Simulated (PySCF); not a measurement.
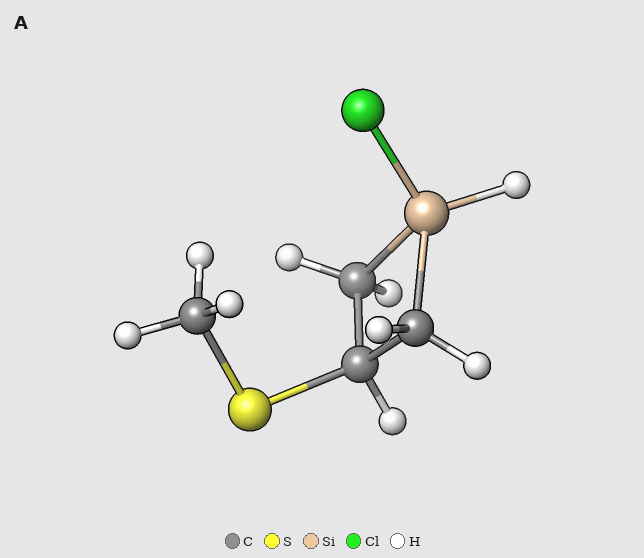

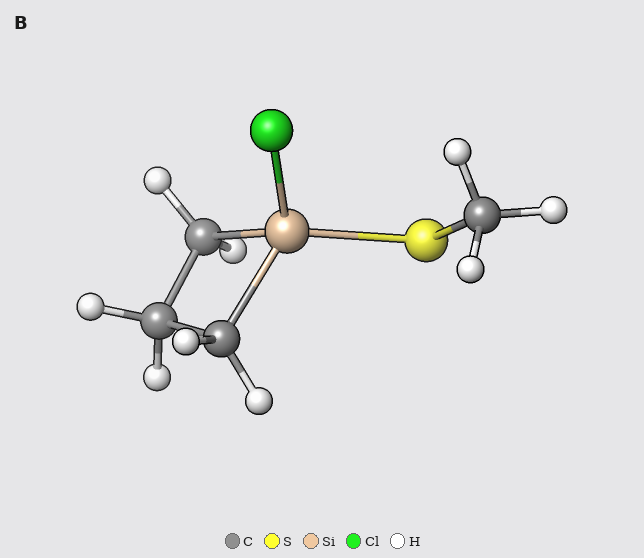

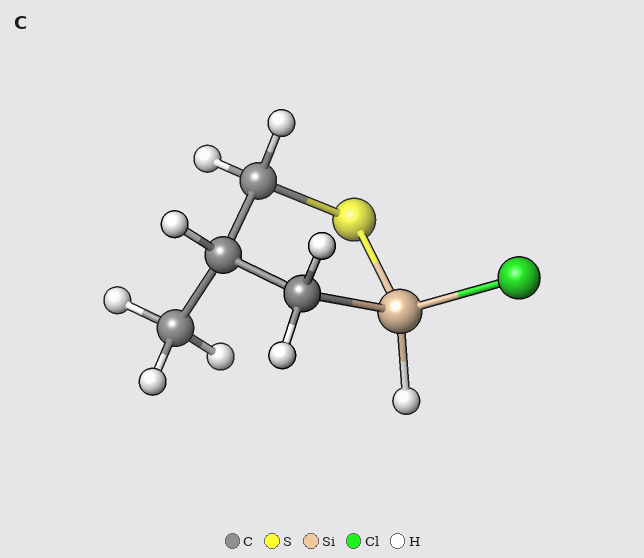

3 stationary structures of one formula. Geometries: GFN2-xTB. Electronic energies: PBE0/pcSseg-1 (PySCF 2.14.0), without zero-point energy. No frequency run is at hand to confirm each as a minimum. Each is one conformer, not always the lowest.

Question: Which is lowest in energy, and by how much?

Answer: C is lowest; B lies 14.8 kcal/mol above it, A lies 39.9 kcal/mol above it. A is `CS[C@H]1C[Si@@H](Cl)C1`, B is `CS[Si]1(Cl)CCC1`, C is `C[C@@H]1CS[Si@@H](Cl)C1`.

The geometry is semi-empirical. Around Si such bond lengths and angles can be off by a tenth of an ångström or more and by several degrees, and values that hang on the shape move with them.
